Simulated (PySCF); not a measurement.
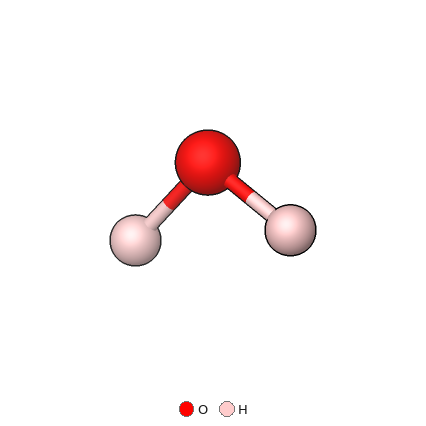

Ball-and-stick drawing of a structure.

Which formula does it have?

Answer. H₂O, 3 atoms: 2 hydrogen and 1 oxygen.

Give a SMILES string for it.

Answer. O

What is the point group of this geometry?

Answer. C2v.

Count the bonded pairs by element.

Answer. 2 O–H.

The parts below concern this one geometry. Atoms keep their numbers from picture to picture. The computed structure is the end point of a PBE0-D3(BJ)/def2-TZVP optimisation. No frequency run is at hand to confirm it as a minimum.

## Shape

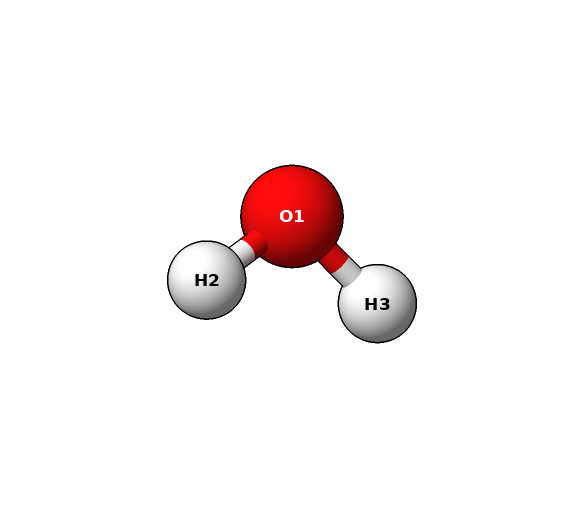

Atoms carry their numbers in the input. No frequency run is at hand to confirm it as a minimum.

How are the neighbours of atom 1 arranged?

Answer. O1 has 2 neighbours (H2 at 0.96, H3 at 0.96 Å); the arrangement is bent.

## Levels of theory compared

No frequency run is at hand to confirm it as a minimum. Program: PySCF 2.14.0.

At this fixed geometry, give HOMO energy (eV) at these levels: B97-2/pcSseg-2; KT3/pcSseg-2; PBE0/pcSseg-2; WP04/pcSseg-2 in chloroform (IEF-PCM); ωB97X-D/pcSseg-2; ωB97X-D/pcSseg-2 in chloroform (IEF-PCM).

```
                                   level  HOMO energy (eV)
                          B97-2/pcSseg-2             −8.68
                            KT3/pcSseg-2             −7.29
                           PBE0/pcSseg-2             −9.01
   WP04/pcSseg-2 in chloroform (IEF-PCM)            −10.03
                        ωB97X-D/pcSseg-2            −11.00
ωB97X-D/pcSseg-2 in chloroform (IEF-PCM)            −11.01
```

## Dipole moment

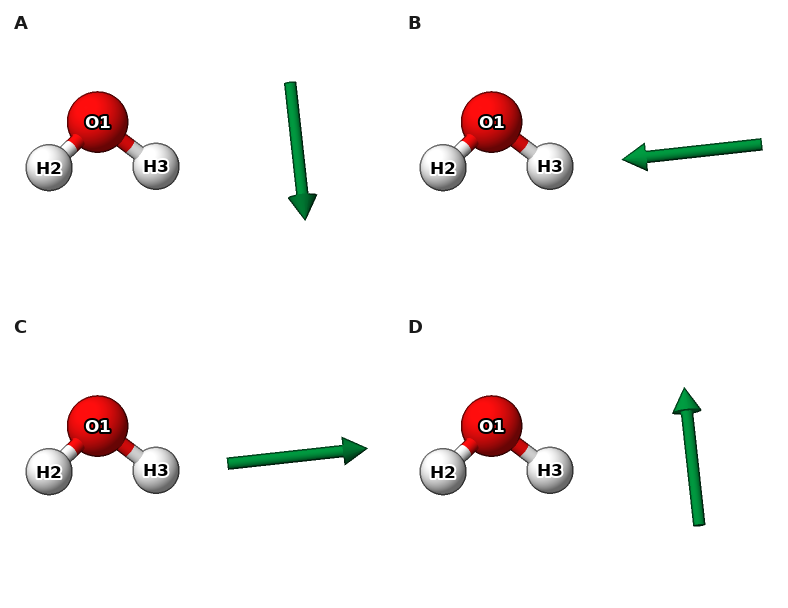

The same molecule four times, each with an arrow. No frequency run is at hand to confirm it as a minimum. Level of theory: WP04/pcSseg-2 in chloroform (IEF-PCM) (PySCF 2.14.0).

Which arrow points along the dipole moment, from the negative to the positive end?

Answer. A. The dipole moment is 2.22 D; it points from the side of O1 to the side of H2, H3 (the outermost atoms at the two ends).

## NMR shielding

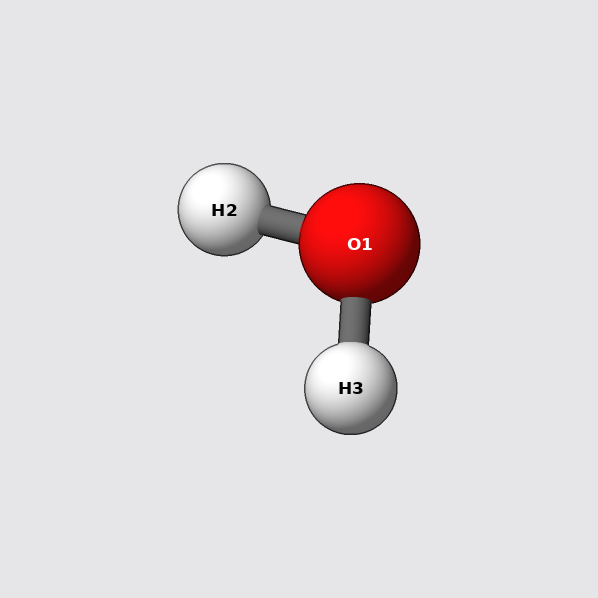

No frequency run is at hand to confirm it as a minimum. Level of theory: GIAO WP04/pcSseg-2 NMR shielding, non-relativistic, IEF-PCM chloroform (PySCF 2.14.0). Principal shieldings σ11 ≤ σ22 ≤ σ33, span Ω = σ33 − σ11, skew κ = 3(σiso − σ22)/Ω.

Give the shielding tensors of the O atoms.

```
atom    σ11    σ22    σ33   σiso     Ω     κ
  O1  293.7  312.4  364.1  323.4  70.4  0.47
```

Shieldings and span in ppm.
